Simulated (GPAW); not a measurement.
## MnGa3P4 (GaP16x211 Mn2 nn): parallel and opposed starts

Aim: find out whether MnGa3P4 (GaP16x211 Mn2 nn) carries moments, and which collinear order costs least.

Program: GPAW 26.7.0. Level of theory: PBE; plane waves with GPAW's PAW setups, scalar-relativistic. Results are calculated unless marked as measured.

## Step 1: The starting structure

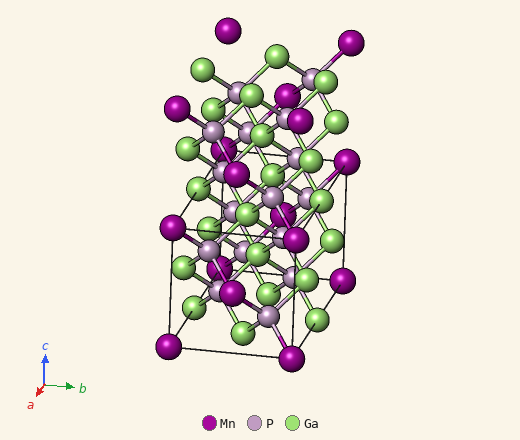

Start, viewed slightly off an axis; manganese purple, phosphorus pink, gallium green. 1×1×2 cells are drawn. Bonds to atoms that aren't drawn are left out. Some periodic images of atoms are drawn too.

As a file:

```cif
data_structure
_symmetry_space_group_name_H-M 'P 1'
_symmetry_Int_Tables_number 1
_cell_length_a 10.9020
_cell_length_b 5.4510
_cell_length_c 5.4510
_cell_angle_alpha 90.000
_cell_angle_beta 90.000
_cell_angle_gamma 90.000
_cell_volume 323.94
loop_
_atom_site_label
_atom_site_type_symbol
_atom_site_fract_x
_atom_site_fract_y
_atom_site_fract_z
_atom_site_occupancy
Mn1 Mn 0.00000 0.00000 0.00000 1
P2 P 0.12500 0.25000 0.25000 1
Mn3 Mn 0.00000 0.50000 0.50000 1
P4 P 0.12500 0.75000 0.75000 1
Ga5 Ga 0.25000 0.00000 0.50000 1
P6 P 0.37500 0.25000 0.75000 1
Ga7 Ga 0.25000 0.50000 0.00000 1
P8 P 0.37500 0.75000 0.25000 1
Ga9 Ga 0.50000 0.00000 0.00000 1
P10 P 0.62500 0.25000 0.25000 1
Ga11 Ga 0.50000 0.50000 0.50000 1
P12 P 0.62500 0.75000 0.75000 1
Ga13 Ga 0.75000 0.00000 0.50000 1
P14 P 0.87500 0.25000 0.75000 1
Ga15 Ga 0.75000 0.50000 0.00000 1
P16 P 0.87500 0.75000 0.25000 1
```

The cell is a made-up one and need not be a known phase.

## Step 2: Start 1: ferro ++

The parallel start comes first: it fits the smallest cell, keeps the most symmetry and shows whether parallel moments form.

Input file order1.py:

```python
import json
import numpy as np
from ase import Atoms
from ase.parallel import paropen, parprint
from gpaw import GPAW

atoms = Atoms(['Mn', 'P', 'Mn', 'P', 'Ga', 'P', 'Ga', 'P', 'Ga', 'P', 'Ga', 'P', 'Ga', 'P', 'Ga', 'P'],
    cell=[[10.902, 0.0, 0.0],
         [0.0, 5.451, 0.0],
         [0.0, 0.0, 5.451]],
    scaled_positions=[[0.0, 0.0, 0.0],
         [0.125, 0.25, 0.25],
         [0.0, 0.5, 0.5],
         [0.125, 0.75, 0.75],
         [0.25, 0.0, 0.5],
         [0.375, 0.25, 0.75],
         [0.25, 0.5, 0.0],
         [0.375, 0.75, 0.25],
         [0.5, 0.0, 0.0],
         [0.625, 0.25, 0.25],
         [0.5, 0.5, 0.5],
         [0.625, 0.75, 0.75],
         [0.75, 0.0, 0.5],
         [0.875, 0.25, 0.75],
         [0.75, 0.5, 0.0],
         [0.875, 0.75, 0.25]],
    pbc=True,
    magmoms=[4.5, 0.0, 4.5, 0.0, 0.0, 0.0, 0.0, 0.0, 0.0, 0.0, 0.0, 0.0, 0.0, 0.0, 0.0, 0.0])
atoms.calc = GPAW(mode={'name': 'pw', 'ecut': 450},
    xc='PBE',
    kpts={'size': (3, 5, 5), 'gamma': True},
    occupations={'name': 'fermi-dirac', 'width': 0.05},
    convergence={'density': 1e-05, 'energy': 1e-05},
    maxiter=200,
    mixer={'name': 'pulay', 'beta': 0.05, 'nmaxold': 6, 'weight': 50},
    symmetry={'tolerance': 1e-4},
    txt='order1.txt')
e = atoms.get_potential_energy(force_consistent=True)
res = {'free_energy': e, 'energy_sigma0': atoms.get_potential_energy(), 'fermi_energy': atoms.calc.get_fermi_level()}
res['moments'] = atoms.get_magnetic_moments().tolist()
res['total'] = atoms.get_magnetic_moment()
parprint('site moments (muB):', np.round(res['moments'], 3))
parprint(f"total moment: {res['total']:.3f} muB")
parprint(f'free energy: {e:.6f} eV')
atoms.calc.write('order1.gpw')
with paropen('results.json', 'w') as f:
    json.dump(res, f)
```

Started as:

```console
$ OMP_NUM_THREADS=1 mpirun -n 4 gpaw python order1.py > order1.log
```

Numbers of over 12 decimals in the logs are rounded to 6 here.

Log:

```text
site moments (muB): [ 3.515 -0.046  3.515 -0.046  0.034  0.005  0.034  0.005  0.005  0.005
  0.005  0.005  0.034 -0.046  0.034 -0.046]
total moment: 7.998 muB
free energy: -83.739761 eV

--- order1.txt ---
Input parameters:
  mode=PW(ecut=450),
  convergence={'density': 1e-05, 'energy': 1e-05},
  kpts=MonkhorstPack(size=(3, 5, 5), gamma=True),
  maxiter=200,
  mixer=Pulay(name='pulay', nmaxold=6, beta=0.05, weight=50, sigma=0.015, g_ss=None),
  occupations=Occupations(name='fermi-dirac', width=0.05),
  symmetry=Symmetry(tolerance=0.0001),
  xc=XC(name='PBE')

Diagonalizing LCAO Hamiltonian
Converting LCAO to pw mode
    .--------------------------.
   /|                          |
  / |  P            P          |
 *  |                          |
 |  |       P            P     |
 |Mn|           Ga             |
 |  |        P             P   |
 |  .P--Ga---------P-Ga--------.
 | /                          /
 |/      Ga            Ga    /
 Mn-----------Ga------------*

Atoms  # Å, Bohr magnetons
|    | symbol |        x |        y |        z |    initial magnetic moments |
|----|--------|----------|----------|----------|-----------------------------|
|  0 |     Mn | 0.000000 | 0.000000 | 0.000000 | ( 0.0000,  0.0000,  4.5000) |
|  1 |      P | 1.362750 | 1.362750 | 1.362750 | ( 0.0000,  0.0000,  0.0000) |
|  2 |     Mn | 0.000000 | 2.725500 | 2.725500 | ( 0.0000,  0.0000,  4.5000) |
|  3 |      P | 1.362750 | 4.088250 | 4.088250 | ( 0.0000,  0.0000,  0.0000) |
|  4 |     Ga | 2.725500 | 0.000000 | 2.725500 | ( 0.0000,  0.0000,  0.0000) |
|  5 |      P | 4.088250 | 1.362750 | 4.088250 | ( 0.0000,  0.0000,  0.0000) |
|  6 |     Ga | 2.725500 | 2.725500 | 0.000000 | ( 0.0000,  0.0000,  0.0000) |
|  7 |      P | 4.088250 | 4.088250 | 1.362750 | ( 0.0000,  0.0000,  0.0000) |
|  8 |     Ga | 5.451000 | 0.000000 | 0.000000 | ( 0.0000,  0.0000,  0.0000) |
|  9 |      P | 6.813750 | 1.362750 | 1.362750 | ( 0.0000,  0.0000,  0.0000) |
| 10 |     Ga | 5.451000 | 2.725500 | 2.725500 | ( 0.0000,  0.0000,  0.0000) |
| 11 |      P | 6.813750 | 4.088250 | 4.088250 | ( 0.0000,  0.0000,  0.0000) |
| 12 |     Ga | 8.176500 | 0.000000 | 2.725500 | ( 0.0000,  0.0000,  0.0000) |
| 13 |      P | 9.539250 | 1.362750 | 4.088250 | ( 0.0000,  0.0000,  0.0000) |
| 14 |     Ga | 8.176500 | 2.725500 | 0.000000 | ( 0.0000,  0.0000,  0.0000) |
| 15 |      P | 9.539250 | 4.088250 | 1.362750 | ( 0.0000,  0.0000,  0.0000) |

Unit cell  # Å
| periodic |         x |        y |        z |   lengths |    angles |
|----------|-----------|----------|----------|-----------|-----------|
|      yes | 10.902000 | 0.000000 | 0.000000 | 10.902000 | 90.000000 |
|      yes |  0.000000 | 5.451000 | 0.000000 |  5.451000 | 90.000000 |
|      yes |  0.000000 | 0.000000 | 5.451000 |  5.451000 | 90.000000 |

Number of symmetries: 8

BZ-sampling:
  Number of BZ points: 75
  Number of IBZ points: 12

  Monkhorst-Pack size: [3, 5, 5]
  Monkhorst-Pack shift: [0, 0, 0]

K-points  # in reciprocal-cell coordinates
|     |                                coordinates |     weight |
|-----|--------------------------------------------|------------|
|   0 | (  0.00000000,   0.00000000,   0.00000000) | 0.01333333 |
|   1 | (  0.00000000,   0.20000000,   0.00000000) | 0.05333333 |
|   2 | (  0.00000000,   0.20000000,   0.20000000) | 0.05333333 |
|   3 | (  0.00000000,   0.40000000,   0.00000000) | 0.05333333 |
|   4 | (  0.00000000,   0.40000000,   0.20000000) | 0.10666667 |
|   5 | (  0.00000000,   0.40000000,   0.40000000) | 0.05333333 |
|   6 | (  0.33333333,   0.00000000,   0.00000000) | 0.02666667 |
|   7 | (  0.33333333,   0.20000000,   0.00000000) | 0.10666667 |
|   8 | (  0.33333333,   0.20000000,   0.20000000) | 0.10666667 |
|   9 | (  0.33333333,   0.40000000,   0.00000000) | 0.10666667 |
| ... |                                            |            |
|  11 | (  0.33333333,   0.40000000,   0.40000000) | 0.10666667 |

Plane wave coefficients: 7047
Cutoff: 450.000000 eV

Spin-components: 2 (collinear spins)
Bands:           63
Projectors:      82
Spin-degeneracy: 1
Datatype:        complex128

Parallelization:
  kpt:    4
  domain: 1
  band:   1

Density:
  Valence electrons: 88.0
  Components: 2
  Grid points: [54 27 27]
  Charge: 0.0  # |e|

Potential:
  Grid points: [54 27 27]

species:
  Mn:
    name:    Manganese
    Z:       25.0
    valence: 15
    core:    10
    charge:  0.0  # [|e|]
    compensation charges:
      type: gauss
      rc: 0.38  # [Å]
      lmax: 2
    cutoffs:
      filter: 2.14  # [Å]
      core: 0.86  # [Å]
    projectors
    | kind |    occ | energy [eV] | rcut [Å] |
    |------|--------|-------------|----------|
    |   3s |  2.000 |     -85.859 |    1.275 |
    |   4s |  2.000 |      -5.106 |    1.275 |
    |   3p |  6.000 |     -54.597 |    1.281 |
    |   4p |  0.000 |      -1.371 |    1.281 |
    |   3d |  5.000 |      -6.771 |    1.138 |
    |    d |        |      20.441 |    1.138 |

    Using partial waves for Mn as LCAO basis

  P:
    name:    Phosphorus
    Z:       15.0
    valence: 5
    core:    10
    charge:  0.0  # [|e|]
    compensation charges:
      type: gauss
      rc: 0.30  # [Å]
      lmax: 2
    cutoffs:
      filter: 1.69  # [Å]
      core: 1.81  # [Å]
    projectors
    | kind |    occ | energy [eV] | rcut [Å] |
    |------|--------|-------------|----------|
    |   3s |  2.000 |     -13.968 |    0.953 |
    |   3p |  3.000 |      -5.506 |    0.953 |
    |    s |        |      13.244 |    0.953 |
    |    p |        |      21.705 |    0.953 |
    |    d |        |       0.000 |    0.953 |

    Using partial waves for P as LCAO basis

  Ga:
    name:    Gallium
    Z:       31.0
    valence: 3
    core:    28
    charge:  0.0  # [|e|]
    compensation charges:
      type: gauss
      rc: 0.37  # [Å]
      lmax: 2
    cutoffs:
      filter: 2.06  # [Å]
      core: 4.17  # [Å]
    projectors
    | kind |    occ | energy [eV] | rcut [Å] |
    |------|--------|-------------|----------|
    |   4s |  2.000 |      -8.945 |    1.164 |
    |   4p |  1.000 |      -2.580 |    1.164 |
    |    s |        |      18.266 |    1.164 |
    |    p |        |      24.631 |    1.164 |
    |    d |        |       0.000 |    1.164 |

    Using partial waves for Ga as LCAO basis

Reference energy: -454759.514589  # eV

eigensolver:
  PPCG
  Converge bands: occupied
  niter=2

density mixing:
  Pulay-Mixer
  Linear mixing parameters: 0.05
  Old densities: 6
  Fourier metric: weight=50, sigma=0.015

occupation numbers:
  Fermi-Dirac:
    width: 0.0500  # eV

poisson solver:
  ecut: 3600.000000  # eV

xc functional:
  name: PBE with 2 nearest neighbor stencil

convergence criteria:
- Maximum integral of absolute [dens]ity change: 1e-05 electrons / valence electron
- Maximum [total energy] change in last 3 cyles: 1e-05 eV / valence electron
- Maximum integral of absolute [eigenst]ate change: 4e-08 eV^2 / valence electron
maximum number of iterations: 200

SCF iterations
|iter     |      energy | eigst |  dens |  magmom |
|---------|-------------|-------|-------|---------|
|iter:   1|       0s |  -84.585460 | +0.18 |       |  +9.0184|
|iter:   2|       6s |  -84.478839 | -1.19 | -0.91 |  +8.9674|
|iter:   3|      11s |  -83.807856 | -1.55 | -0.95 |  +8.7572|
|iter:   4|      17s |  -83.831806 | -1.19 | -1.08 |  +8.2883|
|iter:   5|      23s |  -83.789600 | -2.57 | -1.42 |  +8.2656|
|iter:   6|      29s |  -83.829023 | -2.56 | -1.46 |  +8.0656|
|iter:   7|      34s |  -83.720079 | -2.35 | -1.63 |  +8.1006|
|iter:   8|      40s |  -83.734070 | -2.74 | -1.86 |  +7.9738|
|iter:   9|      46s |  -83.729477 | -3.70 | -2.24 |  +7.9936|
|iter:  10|      51s |  -83.728409 | -3.82 | -2.37 |  +8.0066|
[... 12 iterations left out ...]
|iter:  23|     123s |  -83.729871c| -7.46c| -4.18 |  +7.9984|
|iter:  24|     126s |  -83.729871c| -7.95c| -4.48 |  +7.9984|
|iter:  25|     129s |  -83.729871c| -8.37c| -4.48 |  +7.9984|
|iter:  26|     132s |  -83.729871c| -7.91c| -4.54 |  +7.9984|
|iter:  27|     134s |  -83.729871c| -8.33c| -4.74 |  +7.9984|
|iter:  28|     137s |  -83.729871c| -8.72c| -4.75 |  +7.9984|
|iter:  29|     140s |  -83.729871c| -8.09c| -4.79 |  +7.9983|
|iter:  30|     143s |  -83.729871c| -8.45c| -4.87 |  +7.9983|
|iter:  31|     146s |  -83.729871c| -8.86c| -4.96 |  +7.9983|
|iter:  32|     149s |  -83.729871c| -8.80c| -5.04c|  +7.9983|

Converged in 32 steps
Energy contributions relative to reference atoms: (reference = -454759.514589)

Energy contributions:
  Kinetic:         171.473775
  Coulomb:        -152.230493
  Zero:              0.381413
  External:          0.000000
  Xc:             -103.344675
  Entropy:          -0.019781
  Spinorbit:         0.000000
  ----------------------------
  Free energy:     -83.739761
  Extrapolated:    -83.729871

dipole moment: (-49.129093, -53.960100, -53.960100)  # |e|*Ang

Total magnetic moment: (0.000000, 0.000000, 7.998338)

Local magnetic moments
|        x |        y |         z |
|----------|----------|-----------|
| 0.000000 | 0.000000 |  3.515465 |  # Mn   0
| 0.000000 | 0.000000 | -0.046416 |  # P    1
| 0.000000 | 0.000000 |  3.515465 |  # Mn   2
| 0.000000 | 0.000000 | -0.046416 |  # P    3
| 0.000000 | 0.000000 |  0.033781 |  # Ga   4
| 0.000000 | 0.000000 |  0.005156 |  # P    5
| 0.000000 | 0.000000 |  0.033781 |  # Ga   6
| 0.000000 | 0.000000 |  0.005156 |  # P    7
| 0.000000 | 0.000000 |  0.005430 |  # Ga   8
| 0.000000 | 0.000000 |  0.005156 |  # P    9
| 0.000000 | 0.000000 |  0.005430 |  # Ga  10
| 0.000000 | 0.000000 |  0.005156 |  # P   11
| 0.000000 | 0.000000 |  0.033781 |  # Ga  12
| 0.000000 | 0.000000 | -0.046416 |  # P   13
| 0.000000 | 0.000000 |  0.033781 |  # Ga  14
| 0.000000 | 0.000000 | -0.046416 |  # P   15

Fermi level: 5.106
Eigenvalues  # (at kpt = [0.000, 0.000, 0.000])
| band index |      eig [eV] | occ [0-1] |      eig [eV] | occ [0-1] |
|------------|---------------|-----------|---------------|-----------|
|          0 |       -76.245 |     1.000 |       -72.359 |     1.000 |
|        ... |               |           |               |           |
|         36 |         2.832 |     1.000 |         3.599 |     1.000 |
|         37 |         2.843 |     1.000 |         3.961 |     1.000 |
|         38 |         2.878 |     1.000 |         4.241 |     1.000 |
|         39 |         2.892 |     1.000 |         4.241 |     1.000 |
|         40 |         3.261 |     1.000 |         5.299 |     0.021 |
|         41 |         3.261 |     1.000 |         5.431 |     0.002 |
|         42 |         3.393 |     1.000 |         5.431 |     0.002 |
|         43 |         3.393 |     1.000 |         5.460 |     0.001 |
|         44 |         3.775 |     1.000 |         6.154 |     0.000 |
|         45 |         3.917 |     1.000 |         6.187 |     0.000 |
|         46 |         3.917 |     1.000 |         6.295 |     0.000 |
|         47 |         5.793 |     0.000 |         6.397 |     0.000 |
|         48 |         6.229 |     0.000 |         6.944 |     0.000 |
|         49 |         6.229 |     0.000 |         7.122 |     0.000 |
|         50 |         6.817 |     0.000 |         7.393 |     0.000 |
|        ... |               |           |               |           |
|         62 |         9.802 |     0.000 |         9.817 |     0.000 |

No gap
No difference between direct/indirect transitions
```

Run time: 2.7 min. Hardware: 4 MPI ranks of Arm Neoverse V2, shared host; peak memory 1.2 GiB.

Spin moment in the augmentation sphere by atom:

```
atom  spin moment in the augmentation sphere (μB)
 Mn1                                         3.52
  P2                                        -0.05
 Mn3                                         3.52
  P4                                        -0.05
 Ga5                                         0.03
  P6                                         0.01
 Ga7                                         0.03
  P8                                         0.01
 Ga9                                         0.01
 P10                                         0.01
Ga11                                         0.01
 P12                                         0.01
Ga13                                         0.03
 P14                                        -0.05
Ga15                                         0.03
 P16                                        -0.05
```

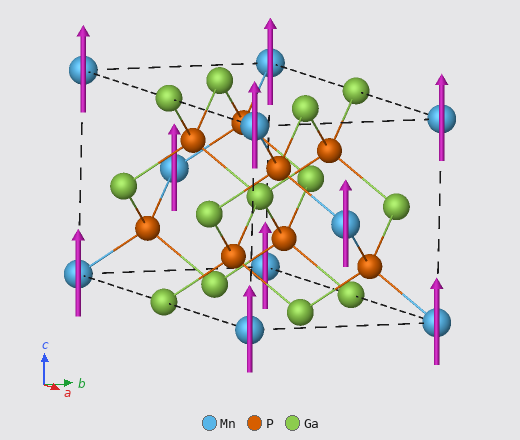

Spin moment in the augmentation sphere as arrows, the longest 3.52 μB. Up and down stand for the sign. Arrows give size and sign along the axis of quantisation, drawn up and down the page. Bonds to atoms that aren't drawn are left out. Some periodic images of atoms are drawn too.

Read from the output:

| Item | Value |
| --- | --- |
| magnetization | 7.998 μB |
| final state | ferromagnetic |

After 32 cycles the largest moment stands at 3.52 μB.

(Part 1 of 2 ends here.)

[Logs and program files are shortened in this print: banners, set-up blocks, solver, clock and traceback lines can be left out without a mark of their own.]

[Logs are printed without paths, hosts, clocks, repeated set-up lines and the standing remarks that a program may print on its own settings, such as how far it seeks lower states.]

[Hosts, paths, dates, database ids (printed as entryN), source tags and the programs' standing remarks are cut or masked in the printed files.]

[Where a cell is said to come from a database of computed structures, the database is the Materials Project.]
